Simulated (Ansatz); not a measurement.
C2H7Al···CH4

```xyz
15

Al   -0.3960   -0.4590   -0.8141
C     0.4378    1.9051    0.6375
C    -1.7378   -1.0310    0.4992
C     1.4493   -1.1218   -0.7615
H     0.0819    1.8846   -0.4070
H    -0.8867    0.3665   -2.0940
H     0.0257    2.8077    1.1070
H     0.0931    1.0334    1.2138
H     1.5341    1.9354    0.6437
H    -2.4871   -0.2481    0.7026
H    -1.3013   -1.3464    1.4611
H    -2.2976   -1.8982    0.1043
H     2.1589   -0.4337   -1.2506
H     1.5186   -2.0817   -1.3061
H     1.8070   -1.3129    0.2640
```

Method: RKS PBE0-D4/def2-SVP in Ansatz.

Q: What will maps of the electron density and electron localisation function show?

A: C–Al (1.96 Å): the density is about 0.72 e/Å³ at the midpoint; the ELF peaks at about 0.95 between the atoms: a polar covalent bond.
C–H (1.10 Å): ρ is about 1.9 e/Å³ halfway; the ELF climbs to about 1 towards the hydrogen, as it does in any bond to H; an ordinary covalent bond to hydrogen.

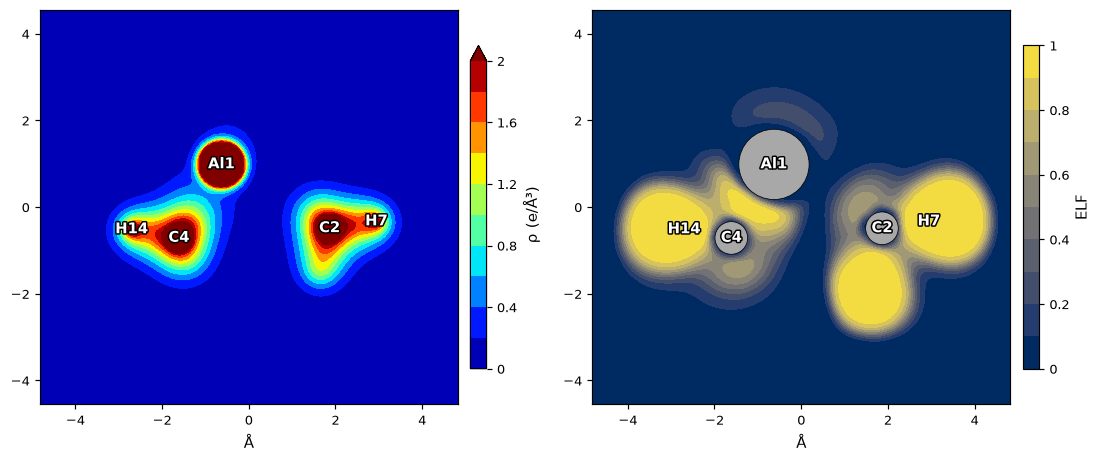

Computed electron density and electron localisation function on the plane of atoms Al1, C4 and H14, in this order. Grey discs cover the atomic cores in the ELF map. 
